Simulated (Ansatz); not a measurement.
# CH4AlNO: up Jacob's ladder to CCSD(T)

How much do the methods differ for CH4AlNO? The plan is to run it at one geometry with functionals of several rungs and with coupled cluster, and see how far each lands from CCSD(T) at the basis-set limit for the atomisation energy.

Method: functionals in def2-TZVPP, the program's frozen cores in correlated methods; program: Ansatz 0.2.0, Gaussian basis.

Levels to be run: LDA (SPW92), PBE-D4, revPBE-D4, BLYP-D4, r2SCAN-D4, B97M-V, PBE0-D4, B3LYP-D4, r2SCANh-D4, r2SCAN0-D4, HSE06-D4, BHLYP-D4, CAM-B3LYP-D4, LC-ωPBE, ωB97X-V, ωB97M-V, B2PLYP, PBE-QIDH; CCSD(T)/def2-SVP; CCSD(T)/def2-TZVPP; MP2/def2-QZVPP; extrapolation to the limit; RPA on PBE.

**1. The relaxed structure**

All runs share one geometry, relaxed beforehand with PBE0-D4 in a triple-zeta def2 set.

SMILES `N[C](=O)[AlH2]`, 8 atoms, charge 0, spin multiplicity 1.

Atoms are counted from 1 here; the program's logs count them from 0.

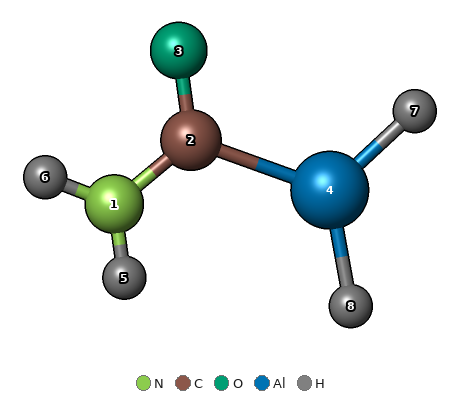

The geometry (nitrogen green, carbon brown, oxygen teal, aluminium blue, hydrogen grey); atoms are numbered from 1 in the order of the file.

**2. LDA**

This LDA is Slater exchange with PW92 correlation.

File in.yaml:

```yaml
crystal:
  periodic: [false, false, false]
  atoms:
    - {symbol: N, position_ang: [0.484960, 0.783575, 1.120309]}
    - {symbol: C, position_ang: [-0.361152, 0.556386, 0.082328]}
    - {symbol: O, position_ang: [-1.264822, 1.333375, -0.188051]}
    - {symbol: Al, position_ang: [-0.166601, -1.082571, -1.070167]}
    - {symbol: H, position_ang: [1.228070, 0.145707, 1.341266]}
    - {symbol: H, position_ang: [0.368534, 1.613262, 1.684629]}
    - {symbol: H, position_ang: [-1.194898, -1.277775, -2.250548]}
    - {symbol: H, position_ang: [0.998010, -2.128960, -0.775667]}
basis:
  gaussian: {orbitals: def2-TZVPP}
hamiltonian: {xc: lda}
output: {orbitals: {seedname: orbitals}}
```

Command:

```console
> ansatz run in.yaml --threads 2 --pin off --events-out ev --progress --plain --max-ram 4352MiB
```

Log, cut to the lines that bear on the results:

```text
Functional definition: SPW92
  name "SPW92"
  cite "Dirac, Proc. Camb. Phil. Soc. 26, 376 (1930) doi:10.1017/S0305004100016108"
  cite "Slater, Phys. Rev. 81, 385 (1951) doi:10.1103/PhysRev.81.385"
  cite "Perdew & Wang, Phys. Rev. B 45, 13244 (1992) doi:10.1103/PhysRevB.45.13244"
[...]
991 factors; their error is unknown
[...]
mean field -11172.34287126 eV, -410.5760276328 hartree, gradient 6.9e-5 eV, S^2 0.000000; 0 other end points of the search recorded, 0 dependent functions left out
reference -11172.34291251 eV, -410.5760291487 hartree; 19, 19 occupied and 172, 172 virtual orbitals, 991 factors
Total energy: -11172.34291251 eV, -410.5760291487 hartree
```

Wall time 1.2 s (2 threads of AMD EPYC 7B13, shared host).

With the free atoms at this level, -11138.687 eV in sum, the atomisation energy is 3247.3 kJ/mol. HOMO -5.37 eV, LUMO -3.06 eV.

**3. PBE-D4 (GGA)**

Changes to in.yaml since step 2:

```diff
@@ -13,3 +13,3 @@
   gaussian: {orbitals: def2-TZVPP}
-hamiltonian: {xc: lda}
-output: {orbitals: {seedname: orbitals}}
+hamiltonian: {xc: pbe, dispersion: d4}
+output: {forces: true, orbitals: {seedname: orbitals}}
```

Launched as before.

Log, cut to the lines that bear on the results:

```text
Functional definition: PBE
  name "PBE"
  cite "Perdew, Burke & Ernzerhof, Phys. Rev. Lett. 77, 3865 (1996) doi:10.1103/PhysRevLett.77.3865"
  parent pbe
[...]
991 factors; their error is unknown
[...]
mean field -11228.85645394 eV, -412.6528634900 hartree, gradient 1.5e-5 eV, S^2 0.000000; 0 other end points of the search recorded, 0 dependent functions left out
[...]
Atom 4 at     1.228070     0.145707     1.341266 Å, force     0.298004    -0.246277     0.096498 eV/Å
Atom 5 at     0.368534     1.613262     1.684629 Å, force    -0.035476     0.323707     0.229743 eV/Å
Atom 6 at    -1.194898    -1.277775    -2.250548 Å, force    -0.085734    -0.011697    -0.094669 eV/Å
Atom 7 at     0.998010    -2.128960    -0.775667 Å, force     0.094757    -0.112204     0.001126 eV/Å
Dipole moment:     0.534578    -0.224266     0.352865 e Å
```

Wall time 2.2 s (2 threads of AMD EPYC 7B13, shared host).

Atomisation energy: 2871.6 kJ/mol (free atoms -11199.224 eV, run apart). HOMO -5.21 eV, LUMO -2.81 eV.

**4. revPBE-D4 (GGA)**

Changes to in.yaml since step 3:

```diff
@@ -13,3 +13,3 @@
   gaussian: {orbitals: def2-TZVPP}
-hamiltonian: {xc: pbe, dispersion: d4}
-output: {forces: true, orbitals: {seedname: orbitals}}
+hamiltonian: {xc: {name: revPBE}, dispersion: d4}
+output: {orbitals: {seedname: orbitals}}
```

Same command.

Log, cut to the lines that bear on the results:

```text
Functional definition: revPBE
  name "revPBE"
  cite "Zhang & Yang, Phys. Rev. Lett. 80, 890 (1998) doi:10.1103/PhysRevLett.80.890"
  cite "Perdew, Burke & Ernzerhof, Phys. Rev. Lett. 77, 3865 (1996) doi:10.1103/PhysRevLett.77.3865"
[...]
991 factors; their error is unknown
[...]
mean field -11235.11924487 eV, -412.8830168116 hartree, gradient 3.0e-5 eV, S^2 0.000000; 0 other end points of the search recorded, 0 dependent functions left out
reference -11235.11930019 eV, -412.8830188446 hartree; 19, 19 occupied and 172, 172 virtual orbitals, 991 factors
Total energy: -11235.52931829 eV, -412.8980867318 hartree
```

Run time: 2 s. Hardware: 2 threads of AMD EPYC 7B13, shared host.

With the free atoms at this level, -11206.605 eV in sum, the atomisation energy is 2790.7 kJ/mol. HOMO -5.14 eV, LUMO -2.70 eV.

**5. BLYP-D4 (GGA)**

Changes to in.yaml since step 4:

```diff
@@ -13,3 +13,3 @@
   gaussian: {orbitals: def2-TZVPP}
-hamiltonian: {xc: {name: revPBE}, dispersion: d4}
+hamiltonian: {xc: {name: BLYP}, dispersion: d4}
 output: {orbitals: {seedname: orbitals}}
```

Same command.

Log, cut to the lines that bear on the results:

```text
Functional definition: BLYP
  name "BLYP"
  cite "Becke, Phys. Rev. A 38, 3098 (1988) doi:10.1103/PhysRevA.38.3098"
  cite "Lee, Yang & Parr, Phys. Rev. B 37, 785 (1988) doi:10.1103/PhysRevB.37.785"
[...]
991 factors; their error is unknown
[...]
mean field -11236.93383734 eV, -412.9497018549 hartree, gradient 5.2e-5 eV, S^2 0.000000; 0 other end points of the search recorded, 0 dependent functions left out
reference -11236.93420155 eV, -412.9497152392 hartree; 19, 19 occupied and 172, 172 virtual orbitals, 991 factors
Total energy: -11237.22339698 eV, -412.9603429755 hartree
```

It took 2.1 s on 2 threads of AMD EPYC 7B13, shared host.

Atomisation energy: 2820.7 kJ/mol (free atoms -11207.989 eV, run apart). HOMO -5.12 eV, LUMO -2.71 eV.

**6. r2SCAN-D4 (meta-GGA)**

Changes to in.yaml since step 5:

```diff
@@ -13,3 +13,3 @@
   gaussian: {orbitals: def2-TZVPP}
-hamiltonian: {xc: {name: BLYP}, dispersion: d4}
-output: {orbitals: {seedname: orbitals}}
+hamiltonian: {xc: r2scan, dispersion: d4}
+output: {forces: true, orbitals: {seedname: orbitals}}
```

Same command.

Log, cut to the lines that bear on the results:

```text
Functional definition: r2SCAN
  name "r2SCAN"
  cite "Furness, Kaplan, Ning, Perdew & Sun, J. Phys. Chem. Lett. 11, 8208 (2020) doi:10.1021/acs.jpclett.0c02405"
  cite "Furness, Kaplan, Ning, Perdew & Sun, J. Phys. Chem. Lett. 11, 9248 (2020) doi:10.1021/acs.jpclett.0c03077"
  parent r2scan
[...]
991 factors; their error is unknown
[...]
Atom 4 at     1.228070     0.145707     1.341266 Å, force     0.038594    -0.026378     0.017003 eV/Å
Atom 5 at     0.368534     1.613262     1.684629 Å, force     0.004598     0.049719     0.044921 eV/Å
Atom 6 at    -1.194898    -1.277775    -2.250548 Å, force     0.018499     0.006898     0.024183 eV/Å
Atom 7 at     0.998010    -2.128960    -0.775667 Å, force    -0.014404     0.000801    -0.013812 eV/Å
Dipole moment:     0.554055    -0.245337     0.355154 e Å
```

It took 3.6 s on 2 threads of AMD EPYC 7B13, shared host.

With the free atoms at this level, -11205.727 eV in sum, the atomisation energy is 2790.2 kJ/mol. HOMO -5.44 eV, LUMO -2.56 eV.

**7. B97M-V (meta-GGA)**

Changes to in.yaml since step 6:

```diff
@@ -13,3 +13,3 @@
   gaussian: {orbitals: def2-TZVPP}
-hamiltonian: {xc: r2scan, dispersion: d4}
-output: {forces: true, orbitals: {seedname: orbitals}}
+hamiltonian: {xc: {name: B97M-V}}
+output: {orbitals: {seedname: orbitals}}
```

The command is unchanged.

Log, cut to the lines that bear on the results:

```text
Functional definition: B97M-V
  name "B97M-V"
  cite "Mardirossian & Head-Gordon, J. Chem. Phys. 142, 074111 (2015) doi:10.1063/1.4907719"
  cite "Becke, J. Chem. Phys. 107, 8554 (1997) doi:10.1063/1.475007"
  cite "Vydrov & Van Voorhis, J. Chem. Phys. 133, 244103 (2010) doi:10.1063/1.3521275"
  # Of w^i u^j: cxij and so on, Table III.
[...]
  gx(w, u) = cx00 + cx01*u + cx02*u^2 + (cx10 + cx11*u)*w
[...]
  gos(w, u) = cos00 + cos01*u + cos03*u^3 + cos10*w + cos32*w^3*u^2
[...]
      + integral(e_c_pw_mod_opposite_spin*gos(b97_w_opposite, b97_u_opposite)) + vv10(b, c)
991 factors; their error is unknown
[...]
mean field -11235.51983452 eV, -412.8977382097 hartree, gradient 3.6e-5 eV, S^2 0.000000; 0 other end points of the search recorded, 0 dependent functions left out
reference -11235.51989799 eV, -412.8977405422 hartree; 19, 19 occupied and 172, 172 virtual orbitals, 991 factors
Total energy: -11235.51989799 eV, -412.8977405422 hartree
```

Run time: 7 s. Hardware: 2 threads of AMD EPYC 7B13, shared host; peak memory 0.27 GiB.

Atomisation energy: 2809.3 kJ/mol (free atoms -11206.404 eV, run apart). HOMO -5.61 eV, LUMO -2.76 eV.

**8. PBE0-D4 (hybrid)**

Changes to in.yaml since step 7:

```diff
@@ -13,3 +13,3 @@
   gaussian: {orbitals: def2-TZVPP}
-hamiltonian: {xc: {name: B97M-V}}
+hamiltonian: {xc: pbe0, dispersion: d4}
 output: {orbitals: {seedname: orbitals}}
```

Launched as before.

Log, cut to the lines that bear on the results:

```text
Functional definition: PBE0
  name "PBE0"
  cite "Adamo & Barone, J. Chem. Phys. 110, 6158 (1999) doi:10.1063/1.478522"
  cite "Perdew, Burke & Ernzerhof, Phys. Rev. Lett. 77, 3865 (1996) doi:10.1103/PhysRevLett.77.3865"
  parent pbe
[...]
1022 factors; their error is unknown
[...]
mean field -11229.47422869 eV, -412.6755662933 hartree, gradient 3.5e-5 eV, S^2 0.000000; 0 other end points of the search recorded, 0 dependent functions left out
reference -11229.47426112 eV, -412.6755674849 hartree; 19, 19 occupied and 172, 172 virtual orbitals, 1022 factors
Total energy: -11229.58295442 eV, -412.6795618902 hartree
```

It took 2.2 s on 2 threads of AMD EPYC 7B13, shared host; peak memory 0.4 GiB.

With the free atoms at this level, -11200.776 eV in sum, the atomisation energy is 2779.5 kJ/mol. HOMO -6.62 eV, LUMO -2.03 eV.

**9. B3LYP-D4 (hybrid)**

B3LYP here takes the VWN-RPA correlation.

Changes to in.yaml since step 8:

```diff
@@ -13,3 +13,3 @@
   gaussian: {orbitals: def2-TZVPP}
-hamiltonian: {xc: pbe0, dispersion: d4}
-output: {orbitals: {seedname: orbitals}}
+hamiltonian: {xc: {name: B3LYP}, dispersion: d4}
+output: {forces: true, orbitals: {seedname: orbitals}}
```

The command is unchanged.

Log, cut to the lines that bear on the results:

```text
Functional definition: B3LYP
  name "B3LYP"
  cite "Stephens, Devlin, Chabalowski & Frisch, J. Phys. Chem. 98, 11623 (1994) doi:10.1021/j100096a001"
  cite "Becke, Phys. Rev. A 38, 3098 (1988) doi:10.1103/PhysRevA.38.3098"
  cite "Lee, Yang & Parr, Phys. Rev. B 37, 785 (1988) doi:10.1103/PhysRevB.37.785"
  cite "Vosko, Wilk & Nusair, Can. J. Phys. 58, 1200 (1980) doi:10.1139/p80-159"
[...]
1015 factors; their error is unknown
[...]
Atom 4 at     1.228070     0.145707     1.341266 Å, force     0.014639     0.008962     0.022019 eV/Å
Atom 5 at     0.368534     1.613262     1.684629 Å, force     0.013171     0.010934     0.021738 eV/Å
Atom 6 at    -1.194898    -1.277775    -2.250548 Å, force     0.066421     0.009649     0.074119 eV/Å
Atom 7 at     0.998010    -2.128960    -0.775667 Å, force    -0.071326     0.062192    -0.019431 eV/Å
Dipole moment:     0.563279    -0.275428     0.339765 e Å
```

Wall time 3.1 s (2 threads of AMD EPYC 7B13, shared host); peak memory 0.4 GiB.

With the free atoms at this level, -11209.892 eV in sum, the atomisation energy is 2794.9 kJ/mol. HOMO -6.41 eV, LUMO -2.26 eV.

**10. r2SCANh-D4 (hybrid)**

Changes to in.yaml since step 9:

```diff
@@ -13,3 +13,3 @@
   gaussian: {orbitals: def2-TZVPP}
-hamiltonian: {xc: {name: B3LYP}, dispersion: d4}
-output: {forces: true, orbitals: {seedname: orbitals}}
+hamiltonian: {xc: {name: r2SCANh}, dispersion: d4}
+output: {orbitals: {seedname: orbitals}}
```

Same command.

Log, cut to the lines that bear on the results:

```text
Functional definition: r2SCANh
  name "r2SCANh"
  cite "Bursch, Neugebauer, Ehlert & Grimme, J. Chem. Phys. 156, 134105 (2022) doi:10.1063/5.0086040"
  cite "Furness, Kaplan, Ning, Perdew & Sun, J. Phys. Chem. Lett. 11, 8208 (2020) doi:10.1021/acs.jpclett.0c02405"
  cite "Furness, Kaplan, Ning, Perdew & Sun, J. Phys. Chem. Lett. 11, 9248 (2020) doi:10.1021/acs.jpclett.0c03077"
  parent r2scan
[...]
991 factors; their error is unknown
[...]
mean field -11234.24877984 eV, -412.8510278116 hartree, gradient 4.6e-5 eV, S^2 0.000000; 0 other end points of the search recorded, 0 dependent functions left out
reference -11234.24879170 eV, -412.8510282477 hartree; 19, 19 occupied and 172, 172 virtual orbitals, 991 factors
Total energy: -11234.28151487 eV, -412.8522308020 hartree
```

Wall time 3.7 s (2 threads of AMD EPYC 7B13, shared host); peak memory 0.42 GiB.

With the free atoms at this level, -11205.686 eV in sum, the atomisation energy is 2759.1 kJ/mol. HOMO -5.98 eV, LUMO -2.29 eV.

**11. r2SCAN0-D4 (hybrid)**

Changes to in.yaml since step 10:

```diff
@@ -13,3 +13,3 @@
   gaussian: {orbitals: def2-TZVPP}
-hamiltonian: {xc: {name: r2SCANh}, dispersion: d4}
+hamiltonian: {xc: {name: r2SCAN0}, dispersion: d4}
 output: {orbitals: {seedname: orbitals}}
```

Same command.

Log, cut to the lines that bear on the results:

```text
Functional definition: r2SCAN0
  name "r2SCAN0"
  cite "Bursch, Neugebauer, Ehlert & Grimme, J. Chem. Phys. 156, 134105 (2022) doi:10.1063/5.0086040"
  cite "Furness, Kaplan, Ning, Perdew & Sun, J. Phys. Chem. Lett. 11, 8208 (2020) doi:10.1021/acs.jpclett.0c02405"
  cite "Furness, Kaplan, Ning, Perdew & Sun, J. Phys. Chem. Lett. 11, 9248 (2020) doi:10.1021/acs.jpclett.0c03077"
  parent r2scan
[...]
1022 factors; their error is unknown
[...]
mean field -11233.73048963 eV, -412.8319809978 hartree, gradient 1.4e-5 eV, S^2 0.000000; 0 other end points of the search recorded, 0 dependent functions left out
reference -11233.73049990 eV, -412.8319813754 hartree; 19, 19 occupied and 172, 172 virtual orbitals, 1022 factors
Total energy: -11233.76673542 eV, -412.8333130060 hartree
```

Run time: 4 s. Hardware: 2 threads of AMD EPYC 7B13, shared host; peak memory 0.43 GiB.

With the free atoms at this level, -11205.634 eV in sum, the atomisation energy is 2714.4 kJ/mol. HOMO -6.81 eV, LUMO -1.89 eV.

**12. HSE06-D4 (hybrid)**

HSE06 is the plane-wave form, built on full-range PBE exchange.

Changes to in.yaml since step 11:

```diff
@@ -13,3 +13,3 @@
   gaussian: {orbitals: def2-TZVPP}
-hamiltonian: {xc: {name: r2SCAN0}, dispersion: d4}
+hamiltonian: {xc: hse06, dispersion: d4}
 output: {orbitals: {seedname: orbitals}}
```

Same command.

Log, cut to the lines that bear on the results:

```text
Functional definition: HSE06
  name "HSE06"
  cite "Heyd, Scuseria & Ernzerhof, J. Chem. Phys. 118, 8207 (2003) doi:10.1063/1.1564060"
  cite "Krukau, Vydrov, Izmaylov & Scuseria, J. Chem. Phys. 125, 224106 (2006) doi:10.1063/1.2404663"
  cite "Heyd & Scuseria, J. Chem. Phys. 120, 7274 (2004) doi:10.1063/1.1668634"
  cite "Ernzerhof & Perdew, J. Chem. Phys. 109, 3313 (1998) doi:10.1063/1.476928"
[...]
1022 factors; their error is unknown
100 factors; integrals over basis functions are off by at most 8.4e-7 eV
[...]
mean field -11229.08194570 eV, -412.6611501595 hartree, gradient 2.7e-5 eV, S^2 0.000000; 0 other end points of the search recorded, 0 dependent functions left out
reference -11229.08198892 eV, -412.6611517476 hartree; 19, 19 occupied and 172, 172 virtual orbitals, 1022 factors
Total energy: -11229.18309745 eV, -412.6648674177 hartree
```

Run time: 2.8 s. Hardware: 2 threads of AMD EPYC 7B13, shared host; peak memory 0.42 GiB.

With the free atoms at this level, -11200.348 eV in sum, the atomisation energy is 2782.2 kJ/mol. HOMO -6.22 eV, LUMO -2.40 eV.

**13. BHLYP-D4 (hybrid)**

Changes to in.yaml since step 12:

```diff
@@ -13,3 +13,3 @@
   gaussian: {orbitals: def2-TZVPP}
-hamiltonian: {xc: hse06, dispersion: d4}
+hamiltonian: {xc: {name: BHLYP}, dispersion: d4}
 output: {orbitals: {seedname: orbitals}}
```

Launched as before.

Log, cut to the lines that bear on the results:

```text
Functional definition: BHLYP
  name "BHLYP"
  cite "Becke, J. Chem. Phys. 98, 1372 (1993) doi:10.1063/1.464304"
  cite "Becke, Phys. Rev. A 38, 3098 (1988) doi:10.1103/PhysRevA.38.3098"
  cite "Lee, Yang & Parr, Phys. Rev. B 37, 785 (1988) doi:10.1103/PhysRevB.37.785"
[...]
1108 factors; their error is unknown
[...]
mean field -11235.29048850 eV, -412.8893098989 hartree, gradient 8.2e-5 eV, S^2 0.000000; 0 other end points of the search recorded, 0 dependent functions left out
reference -11235.29066750 eV, -412.8893164770 hartree; 19, 19 occupied and 172, 172 virtual orbitals, 1108 factors
Total energy: -11235.45041186 eV, -412.8951869740 hartree
```

Run time: 2.5 s. Hardware: 2 threads of AMD EPYC 7B13, shared host; peak memory 0.36 GiB.

With the free atoms at this level, -11207.800 eV in sum, the atomisation energy is 2667.8 kJ/mol. HOMO -8.03 eV, LUMO -1.28 eV.

**14. CAM-B3LYP-D4 (range-separated)**

Changes to in.yaml since step 13:

```diff
@@ -13,3 +13,3 @@
   gaussian: {orbitals: def2-TZVPP}
-hamiltonian: {xc: {name: BHLYP}, dispersion: d4}
+hamiltonian: {xc: {name: CAM-B3LYP}, dispersion: d4}
 output: {orbitals: {seedname: orbitals}}
```

Launched as before.

Log, cut to the lines that bear on the results:

```text
Functional definition: CAM-B3LYP
  name "CAM-B3LYP"
  cite "Yanai, Tew & Handy, Chem. Phys. Lett. 393, 51 (2004) doi:10.1016/j.cplett.2004.06.011"
  cite "Iikura, Tsuneda, Yanai & Hirao, J. Chem. Phys. 115, 3540 (2001) doi:10.1063/1.1383587"
  cite "Becke, Phys. Rev. A 38, 3098 (1988) doi:10.1103/PhysRevA.38.3098"
  cite "Lee, Yang & Parr, Phys. Rev. B 37, 785 (1988) doi:10.1103/PhysRevB.37.785"
[...]
  # Exact exchange under (alpha + beta erf(omega r))/r, Becke's under what is left of 1/r.
[...]
1010 factors; their error is unknown
264 factors; integrals over basis functions are off by at most 2.2e-5 eV
[...]
mean field -11236.15083505 eV, -412.9209270514 hartree, gradient 2.1e-5 eV, S^2 0.000000; 0 other end points of the search recorded, 0 dependent functions left out
reference -11236.15096501 eV, -412.9209318274 hartree; 19, 19 occupied and 172, 172 virtual orbitals, 1010 factors
Total energy: -11236.26086474 eV, -412.9249705682 hartree
```

Run time: 3.1 s. Hardware: 2 threads of AMD EPYC 7B13, shared host; peak memory 0.45 GiB.

With the free atoms at this level, -11207.177 eV in sum, the atomisation energy is 2806.2 kJ/mol. HOMO -8.03 eV, LUMO -1.11 eV.

**15. LC-ωPBE (range-separated)**

Changes to in.yaml since step 14:

```diff
@@ -13,3 +13,3 @@
   gaussian: {orbitals: def2-TZVPP}
-hamiltonian: {xc: {name: CAM-B3LYP}, dispersion: d4}
+hamiltonian: {xc: {name: LC-wPBE}}
 output: {orbitals: {seedname: orbitals}}
```

Launched as before.

Log, cut to the lines that bear on the results:

```text
Functional definition: LC-wPBE
  name "LC-wPBE"
  cite "Vydrov & Scuseria, J. Chem. Phys. 125, 234109 (2006) doi:10.1063/1.2409292"
  cite "Heyd & Scuseria, J. Chem. Phys. 120, 7274 (2004) doi:10.1063/1.1668634"
  cite "Ernzerhof & Perdew, J. Chem. Phys. 109, 3313 (1998) doi:10.1063/1.476928"
  cite "Perdew, Burke & Ernzerhof, Phys. Rev. Lett. 77, 3865 (1996) doi:10.1103/PhysRevLett.77.3865"
  parent pbe
[...]
991 factors; their error is unknown
332 factors; integrals over basis functions are off by at most 3.7e-5 eV
[...]
mean field -11232.63163293 eV, -412.7915987589 hartree, gradient 3.1e-5 eV, S^2 0.000000; 0 other end points of the search recorded, 0 dependent functions left out
reference -11232.63163293 eV, -412.7915987591 hartree; 19, 19 occupied and 172, 172 virtual orbitals, 991 factors
Total energy: -11232.63163293 eV, -412.7915987591 hartree
```

It took 2.3 s on 2 threads of AMD EPYC 7B13, shared host; peak memory 0.28 GiB.

Atomisation energy: 2782.9 kJ/mol (free atoms -11203.788 eV, run apart). HOMO -9.30 eV, LUMO 0.03 eV.

**16. ωB97X-V (range-separated)**

Changes to in.yaml since step 15:

```diff
@@ -13,3 +13,3 @@
   gaussian: {orbitals: def2-TZVPP}
-hamiltonian: {xc: {name: LC-wPBE}}
+hamiltonian: {xc: {name: wB97X-V}}
 output: {orbitals: {seedname: orbitals}}
```

The command is unchanged.

Log, cut to the lines that bear on the results:

```text
Functional definition: wB97X-V
  name "wB97X-V"
  cite "Mardirossian & Head-Gordon, Phys. Chem. Chem. Phys. 16, 9904 (2014) doi:10.1039/C3CP54374A"
  cite "Becke, J. Chem. Phys. 107, 8554 (1997) doi:10.1063/1.475007"
  cite "Vydrov & Van Voorhis, J. Chem. Phys. 133, 244103 (2010) doi:10.1063/1.3521275"
[...]
      + integral(e_c_pw_opposite_spin*poly(b97_u_opposite, cos0, cos1)) + vv10(b, c)
1010 factors; their error is unknown
243 factors; integrals over basis functions are off by at most 1.2e-5 eV
[...]
mean field -11235.23478320 eV, -412.8872627671 hartree, gradient 2.8e-5 eV, S^2 0.000000; 0 other end points of the search recorded, 0 dependent functions left out
reference -11235.23478110 eV, -412.8872626898 hartree; 19, 19 occupied and 172, 172 virtual orbitals, 1010 factors
Total energy: -11235.23478110 eV, -412.8872626898 hartree
```

It took 7 s on 2 threads of AMD EPYC 7B13, shared host; peak memory 0.5 GiB.

Atomisation energy: 2801.3 kJ/mol (free atoms -11206.201 eV, run apart). HOMO -9.00 eV, LUMO -0.09 eV.

(Part 1 of 2 ends here.)
